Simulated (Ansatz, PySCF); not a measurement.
Stretching the Br1–H2 bond in HBr (multiplicity 1 held). Energies count from the point at 1.425 Å.


Restricted levels (R-, RO-) in cc, def2 and unpolarised 6-31G sets keep to the state of the molecule at rest. U- levels take the lowest unrestricted solution at each point, which mixes spins at long bonds. Active spaces are followed from rest. Left out are points that failed, MP2 points that dive below the minimum, coupled-cluster points behind a jump of the amplitudes or a sharp parting from full CI or MRCI, small-basis points behind a change of solution, and semi-empirical points at long bonds. Curves can end on different states.

Frozen-core correlation. Filled d and f shells under p-block atoms count as core. Rows in LANL2DZ carry no dispersion term and start afresh at each structure. LANL2DZ brings its own core potentials from Na on.

Run with Ansatz (a quantum-chemistry and plane-wave program); PySCF for LANL2DZ rows. Values without a source in brackets are computed.

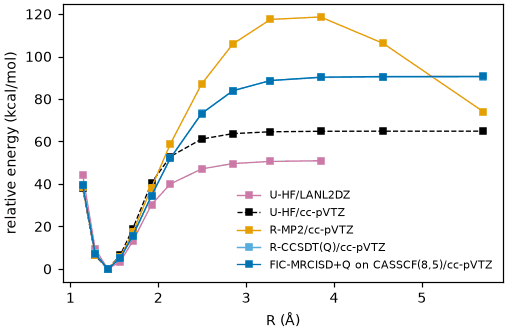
Figure: Relative energy along the coordinate

Problem. Read off the U-HF/LANL2DZ curve at R = 3.847.

Solution. about 51 kcal/mol

Doubts at one or more of the structures used: a spin-contaminated determinant (U-HF/LANL2DZ, U-HF/cc-pVTZ); a restricted determinant that unrestricted orbitals would lower (R-MP2/cc-pVTZ, R-CCSDT(Q)/cc-pVTZ); other coupled-cluster roots lie near (R-CCSDT(Q)/cc-pVTZ); T1 above 0.05 (R-CCSDT(Q)/cc-pVTZ).
